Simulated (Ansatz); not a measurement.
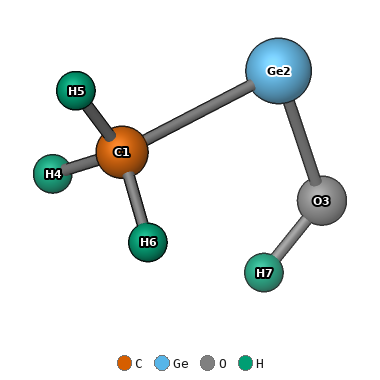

The system is CH4GeO, SMILES [CH3][Ge][OH]; the picture shows the reference structure. 
- The first coordinate is: dihedral C1–Ge2–O3–H7; the second: dihedral H4–C1–Ge2–O3.
- Nothing is relaxed (all other coordinates rigid).
- The scan uses an 18 × 17 grid.
- Points are written as (first, second).
- Energies: eV, counted from the lowest grid point.
- Level of theory: Ansatz 0.2.0, RKS PBE-D4/def2-TZVP.

Its coordinates:

```yaml
atoms:
  - { symbol: C, position_ang: [-0.6935, 0.4269, -0.3033] }
  - { symbol: Ge, position_ang: [1.3078, 0.4325, -0.6062] }
  - { symbol: O, position_ang: [1.7276, -0.9011, 0.5574] }
  - { symbol: H, position_ang: [-1.1064, -0.5654, -0.5509] }
  - { symbol: H, position_ang: [-1.2101, 1.1806, -0.9140] }
  - { symbol: H, position_ang: [-0.9129, 0.6280, 0.7587] }
  - { symbol: H, position_ang: [0.9487, -1.2696, 1.0125] }
```

Range: dihedral C1–Ge2–O3–H7 from −180 to 160°; dihedral H4–C1–Ge2–O3 from −149.0 to 31.0°.

> What will the energy surface look like?

The lowest grid point is at (−180°, −104.0°). The energy also falls towards the edge at (0°, 31.0°) (0.024 eV above the lowest) and (0°, −149.0°) (0.024 eV above the lowest), where a further well may lie outside the range. There is a further well near (0°, −59.0°) (0.010 eV above the lowest at that grid point). The highest grid point, (−80°, 8.5°), lies 0.434 eV above the lowest.

| dihedral H4–C1–Ge2–O3 ↓, dihedral C1–Ge2–O3–H7 → | −180 | −140 | −100 | −60 | −20 | 20 | 60 | 100 | 140 |
| --- | --- | --- | --- | --- | --- | --- | --- | --- | --- |
| 31.0 | 0.003 | 0.169 | 0.426 | 0.322 | 0.067 | 0.065 | 0.318 | 0.423 | 0.165 |
| 8.5 | 0.001 | 0.166 | 0.431 | 0.331 | 0.076 | 0.072 | 0.325 | 0.432 | 0.169 |
| −14.0 | 0.000 | 0.159 | 0.423 | 0.327 | 0.072 | 0.068 | 0.320 | 0.431 | 0.173 |
| −36.5 | 0.001 | 0.155 | 0.410 | 0.312 | 0.059 | 0.055 | 0.307 | 0.418 | 0.169 |
| −59.0 | 0.001 | 0.160 | 0.408 | 0.302 | 0.051 | 0.051 | 0.302 | 0.408 | 0.160 |
| −81.5 | 0.001 | 0.169 | 0.418 | 0.306 | 0.055 | 0.059 | 0.312 | 0.410 | 0.155 |
| −104.0 | 0.000 | 0.173 | 0.430 | 0.319 | 0.067 | 0.072 | 0.326 | 0.422 | 0.158 |
| −126.5 | 0.001 | 0.170 | 0.432 | 0.325 | 0.072 | 0.076 | 0.331 | 0.430 | 0.166 |
| −149.0 | 0.003 | 0.165 | 0.424 | 0.318 | 0.065 | 0.067 | 0.322 | 0.427 | 0.168 |

The table holds every second grid line.

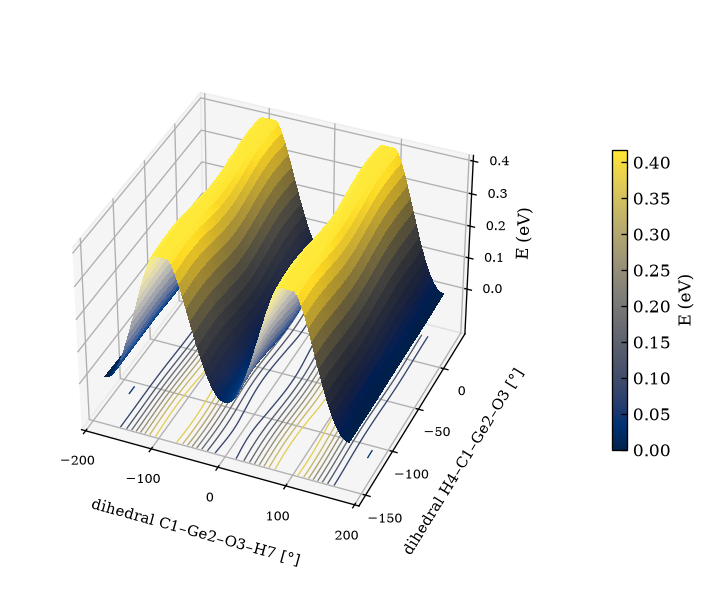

The picture shows a relief with its contours projected below, any walls above the top of the colour scale cut off. Between grid points the surface is interpolated.

Each point was launched as `ansatz run input.yaml --threads 1 --pin off --max-ram 2560MiB --backend cpu --events-out ev --progress --plain --runs-dir out`. The whole map (306 points run) took 30 min on 1 thread of Arm Neoverse N1, on a shared host.
